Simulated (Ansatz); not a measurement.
## Electronic structure of F4Ge in real space

Input

```
crystal:
  periodic: [false, false, false]
  atoms:
    - {symbol: F, position_ang: [0.633562, 1.108363, -0.440188]}
    - {symbol: F, position_ang: [0.609584, -1.637677, -0.857808]}
    - {symbol: F, position_ang: [-0.123161, -0.602201, 1.613295]}
    - {symbol: F, position_ang: [-1.783122, -0.253190, -0.586369]}
    - {symbol: Ge, position_ang: [-0.165795, -0.346176, -0.067771]}
basis:
  gaussian:
    orbitals: def2-TZVPD
output: {forces: true, orbitals: {seedname: orbitals}}
hamiltonian:
  xc: pbe0
magnetization:
  spin_polarized: false
```

Launched as:

```sh
ansatz run input.yaml --threads 1 --pin off --max-ram 2610MiB --events-out events.jsonl --progress --plain --runs-dir runs
```

Geometry: r2SCAN-D4/def2-SVP.

Method: Ansatz, isolated molecule in a Gaussian basis; Kohn-Sham density functional theory, functional PBE0.

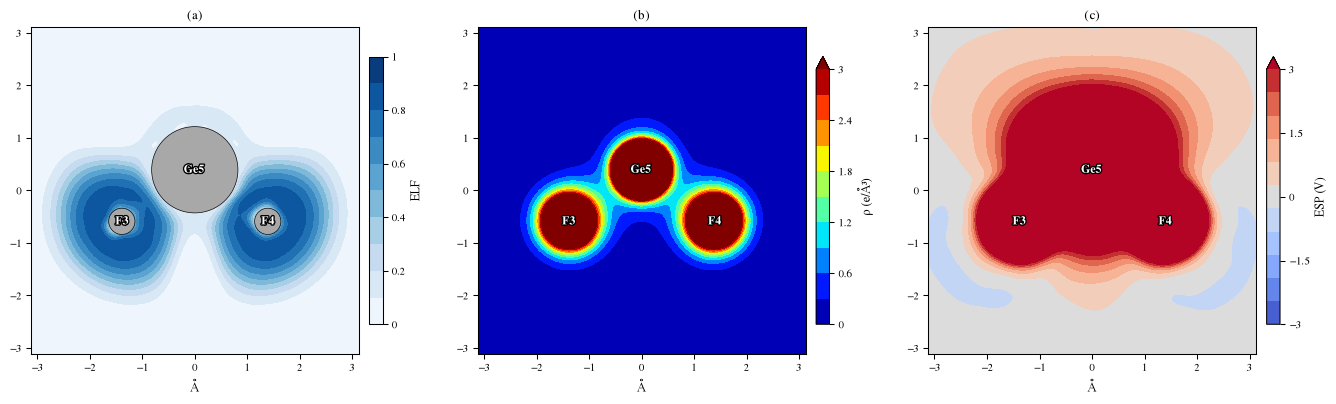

Figure 1. (a) electron localisation function; (b) total electron density; (c) electrostatic potential on the plane of atoms F3, Ge5 and F4. Grey discs cover the atomic cores in the ELF map.

What do the fields say about this system?

Answer. Atoms in the plane: F and Ge. Ge–F (1.70 Å): ρ is about 1.1 e/Å³ halfway; the ELF peaks at about 0.80 in the valence shell of F, 0.6 Å from its nucleus, and is about 0.20 at the midpoint. The ELF also peaks beside F3 and F4, away from the bonds: lone-pair regions. Outside the dense part of the molecule the potential is most negative (−0.4 V) near F3 and F4.

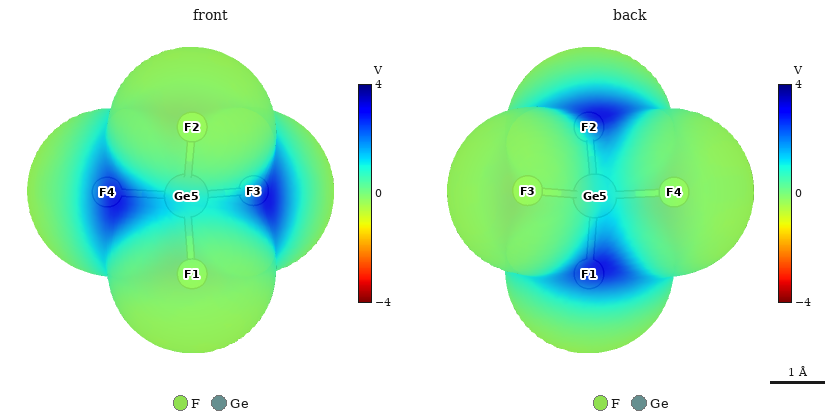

Figure 2. The electrostatic potential painted on the density surface at 0.002 e/bohr³, seen from the front and from behind; the colour scale runs from red (negative) to blue (positive).

Describe the electrostatic potential map.

Answer. The most negative region (about −0.3 V) lies over F1, F2, F3 and F4, the most positive (about +3.0 V) over Ge5.

How polar is the molecule by this calculation?

Answer. Its dipole moment is zero.

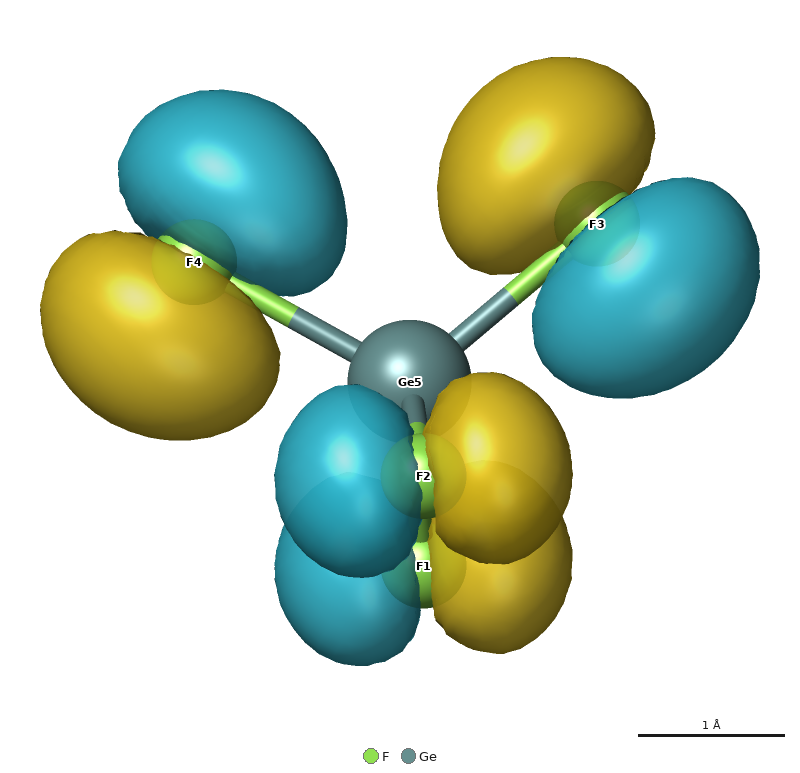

Figure 3. The HOMO at ±0.1 Å⁻³ᐟ² (yellow and cyan are the two phases), seen from one side.

Describe this orbital and give its energy.

Answer. By Hirshfeld shares it lies mainly on F4 (about 35 %), F3 (about 35 %), F2 (about 10 %) and F1 (about 10 %); largely a combination of lone pairs on F4, F3, F2 and F1. It is one of a degenerate set, so its orientation is arbitrary. Its energy is −12.74 eV.
